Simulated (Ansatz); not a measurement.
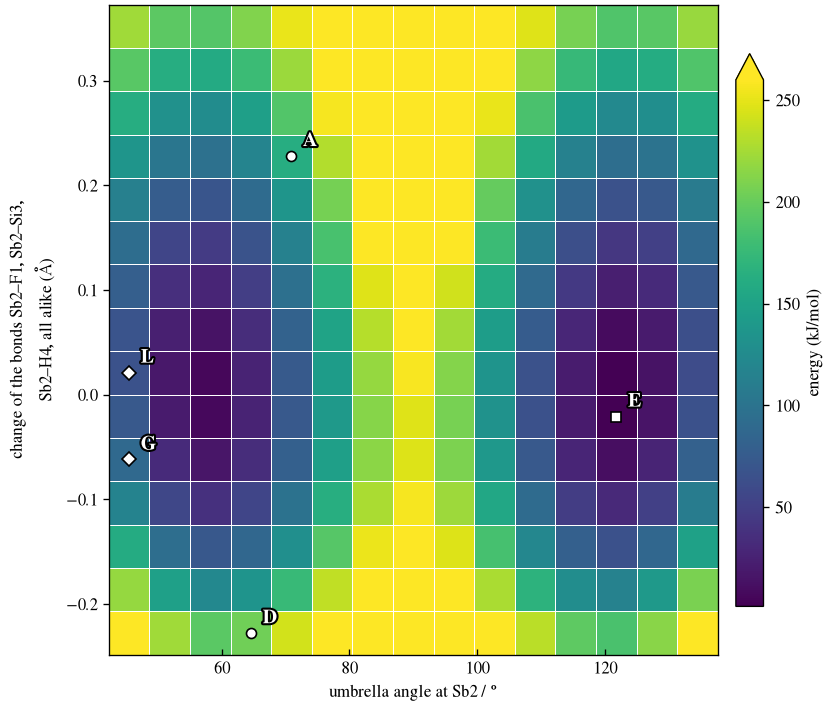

FH4SbSi, SMILES [F][SbH][SiH3]. The first coordinate is: umbrella angle at Sb2 (between each of its bonds and their common axis; 90 is planar); the second: change of the bonds Sb2–F1, Sb2–Si3, Sb2–H4, all alike. Nothing is relaxed (all other coordinates rigid). The grid has 15 × 15 points. Points are written as (first, second). Energies: kJ/mol, counted from the relaxed molecule at the same level. Energies and slopes of some neighbouring points disagree (a jump in structure or state, or too coarse a mesh). All numbers below come from RHF/def2-TZVP (Ansatz 0.2.0).

Drawn: one coloured cell a grid point, one colour for all values above the top of the scale, lettered points.

### Is G the lowest point of the computed grid?

No. G lies 87 kJ/mol above the lowest grid point, which is at (121.8°, −0.021 Å).

### Rank the lettered points by energy, lowest first.

E (1.2 kJ/mol), L (66 kJ/mol), G (89 kJ/mol), A (162 kJ/mol), D (204 kJ/mol).
